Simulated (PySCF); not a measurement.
**CH11NSSi3: density, localisation and related maps**

Input

```
{"job": {"kind": "nmr", "xc": "PBE0", "basis": "pcSseg-1", "pop": false}, "charge": 0, "multiplicity": 1}
C      2.412000     0.481900     0.949400
S      1.836400     1.706500    -0.271200
Si     0.285600     0.582400    -1.224300
N     -0.726700    -0.162400    -0.025200
Si    -1.190300    -1.834900    -0.230800
Si    -1.543600     0.859500     1.142000
H      1.553900     0.060000     1.464400
H      3.052700     1.007900     1.649100
H      2.973900    -0.297000     0.443400
H     -0.422800     1.560400    -2.034600
H      0.906900    -0.482900    -2.002000
H     -2.157900    -1.939300    -1.325700
H      0.021300    -2.591500    -0.547500
H     -1.765000    -2.283000     1.033200
H     -2.759000     1.409500     0.537100
H     -1.852900     0.005200     2.286600
H     -0.631500     1.929600     1.532600
```

Run with:

```sh
OMP_NUM_THREADS=1 python probes_run.py task.json out
```

Geometry: GFN2-xTB, NEB image 0 of 0 to 8.

Computed with PBE0/pcSseg-1, SCF density, gas phase, non-relativistic in PySCF.

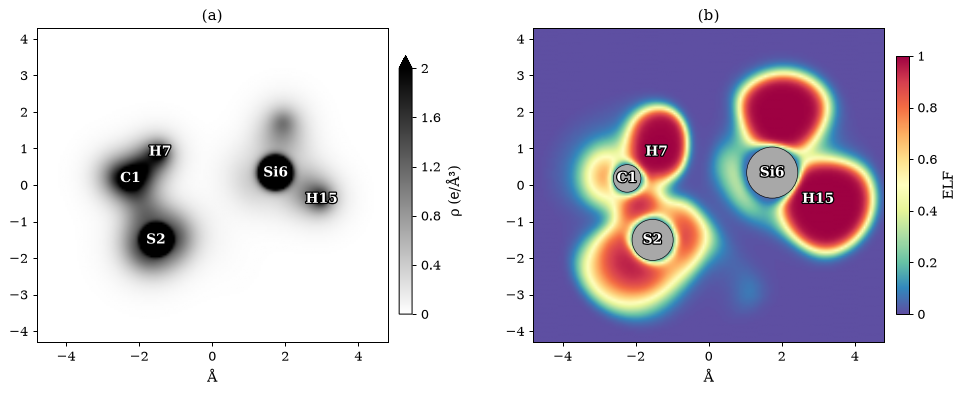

Figure 1. (a) electron density; (b) electron localisation function on the plane of atoms S2, C1 and H7. Grey discs cover the atomic cores in the ELF map.

What does the map show?

Atoms in the plane: C, S, Si and H. C–S (1.82 Å): ρ at the midpoint is about 1.2 e/Å³; the ELF peaks at about 0.90 between the atoms: localised, covalent bonding. C–H (1.09 Å): the density is about 2 e/Å³ at the midpoint; the ELF climbs to about 1 towards the hydrogen, as it does in any bond to H; a covalent bond by its length. Si–H (1.46 Å): ρ is about 0.82 e/Å³ halfway; the ELF climbs to about 1 towards the hydrogen. The ELF also peaks beside S2, away from the bonds: lone-pair regions.

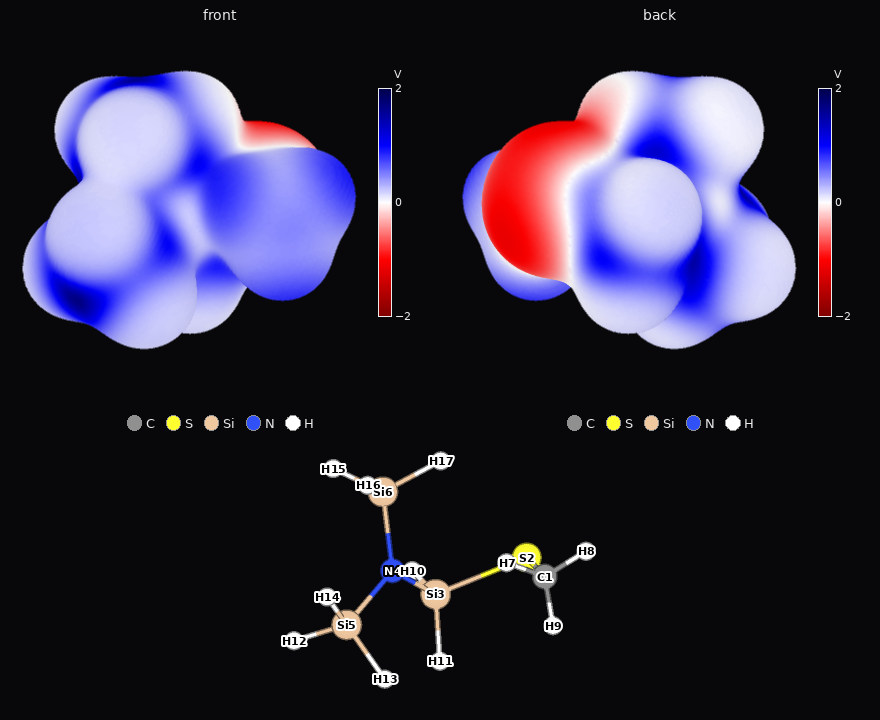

Figure 2. The electrostatic potential painted on the density surface at 0.002 e/bohr³, seen from the front and from behind; red is negative and blue positive. The bare structure is drawn below in the same view.

Which sites attract a positive test charge, and which a negative one?

A positive charge is drawn to the negative regions and a negative charge to the positive ones. The most negative region (about −1.1 V) lies over S2, the most positive (about +1.5 V) over Si5 and Si6.
